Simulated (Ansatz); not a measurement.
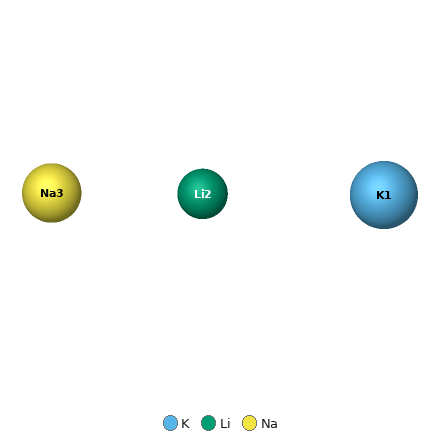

The system is K + LiNa, spin multiplicity 2; the picture shows the reference structure. The first coordinate is: distance K1–Li2; the second: distance Li2–Na3. Nothing is relaxed (the angle K1–Li2–Na3 is fixed at 180 degrees). Grid: 15 × 15 points. Points are written as (first, second). Energies: kJ/mol, counted from the lowest grid point. In part of the range the unrestricted reference is strongly spin-contaminated. Theory: Ansatz, UHF/def2-TZVPD.

Its coordinates:

```xyz
3

K    -3.9990    0.0000    0.0000
Li    0.0000    0.0000    0.0000
Na    3.3270    0.0000    0.0000
```

Range: distance K1–Li2 from 2.648 to 5.048 Å; distance Li2–Na3 from 2.352 to 4.752 Å.

### What will the energy surface look like?

The lowest grid point is at (3.999 Å, 3.327 Å). It is the only kind of minimum in the scanned range. The highest grid point, (2.648 Å, 2.352 Å), lies 109.6 kJ/mol above the lowest. Round the minimum the valley is somewhat tilted: raising distance K1–Li2 shifts the best value of distance Li2–Na3 downwards (coupling k₁₂/√(k₁₁k₂₂) about 0.2).

| distance Li2–Na3 ↓, distance K1–Li2 → | 2.648 | 2.726 | 2.839 | 2.972 | 3.119 | 3.277 | 3.446 | 3.623 | 3.807 | 3.999 | 4.198 | 4.402 | 4.612 | 4.828 | 5.048 |
| --- | --- | --- | --- | --- | --- | --- | --- | --- | --- | --- | --- | --- | --- | --- | --- |
| 4.752 | 60.4 | 51.4 | 40.6 | 30.8 | 22.7 | 16.0 | 11.5 | 8.9 | 7.9 | 7.9 | 8.5 | 9.5 | 10.6 | 11.6 | 12.5 |
| 4.532 | 60.2 | 51.2 | 40.3 | 30.4 | 22.0 | 15.2 | 10.6 | 8.0 | 6.9 | 6.9 | 7.5 | 8.5 | 9.5 | 10.6 | 11.5 |
| 4.316 | 60.0 | 51.0 | 40.0 | 29.9 | 21.1 | 14.2 | 9.6 | 6.9 | 5.7 | 5.6 | 6.3 | 7.2 | 8.3 | 9.3 | 10.3 |
| 4.106 | 59.8 | 50.7 | 39.6 | 29.2 | 20.0 | 13.1 | 8.4 | 5.6 | 4.4 | 4.2 | 4.8 | 5.8 | 6.8 | 7.9 | 8.8 |
| 3.902 | 59.6 | 50.4 | 39.1 | 28.3 | 19.0 | 12.0 | 7.1 | 4.2 | 2.9 | 2.7 | 3.3 | 4.2 | 5.3 | 6.3 | 7.2 |
| 3.703 | 59.4 | 50.1 | 38.6 | 27.5 | 18.1 | 11.0 | 6.1 | 3.0 | 1.6 | 1.3 | 1.8 | 2.7 | 3.7 | 4.7 | 5.6 |
| 3.511 | 59.5 | 50.1 | 38.4 | 27.2 | 17.7 | 10.5 | 5.4 | 2.2 | 0.6 | 0.2 | 0.6 | 1.5 | 2.5 | 3.4 | 4.3 |
| 3.327 | 60.2 | 50.7 | 38.9 | 27.6 | 18.1 | 10.8 | 5.6 | 2.3 | 0.5 | 0.0 | 0.3 | 1.0 | 1.9 | 2.8 | 3.6 |
| 3.150 | 61.9 | 52.5 | 40.7 | 29.4 | 19.8 | 12.4 | 7.1 | 3.6 | 1.7 | 1.0 | 1.1 | 1.7 | 2.5 | 3.3 | 4.1 |
| 2.981 | 65.2 | 55.8 | 44.1 | 32.9 | 23.3 | 15.8 | 10.3 | 6.7 | 4.7 | 3.8 | 3.7 | 4.2 | 4.8 | 5.5 | 6.2 |
| 2.823 | 70.6 | 61.3 | 49.6 | 38.5 | 28.9 | 21.3 | 15.8 | 12.1 | 9.9 | 8.8 | 8.6 | 8.8 | 9.3 | 9.9 | 10.5 |
| 2.676 | 78.4 | 69.1 | 57.5 | 46.4 | 36.9 | 29.4 | 23.7 | 19.9 | 17.6 | 16.4 | 16.0 | 16.1 | 16.5 | 17.0 | 17.5 |
| 2.543 | 88.5 | 79.2 | 67.7 | 56.6 | 47.1 | 39.6 | 34.0 | 30.1 | 27.6 | 26.3 | 25.7 | 25.6 | 25.8 | 26.1 | 26.5 |
| 2.430 | 99.9 | 90.7 | 79.2 | 68.1 | 58.6 | 51.1 | 45.4 | 41.4 | 38.8 | 37.3 | 36.5 | 36.3 | 36.3 | 36.5 | 36.8 |
| 2.352 | 109.6 | 100.4 | 88.9 | 77.8 | 68.3 | 60.8 | 55.0 | 51.0 | 48.3 | 46.7 | 45.8 | 45.5 | 45.5 | 45.6 | 45.8 |

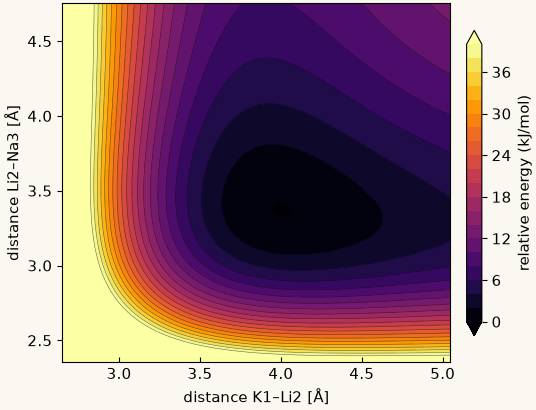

The picture shows filled contours, one colour for all values above the top of the scale. Between grid points the surface is interpolated.

Time for the 225 points that were run: 31 min on 1 thread of Arm Neoverse V2 (shared host).
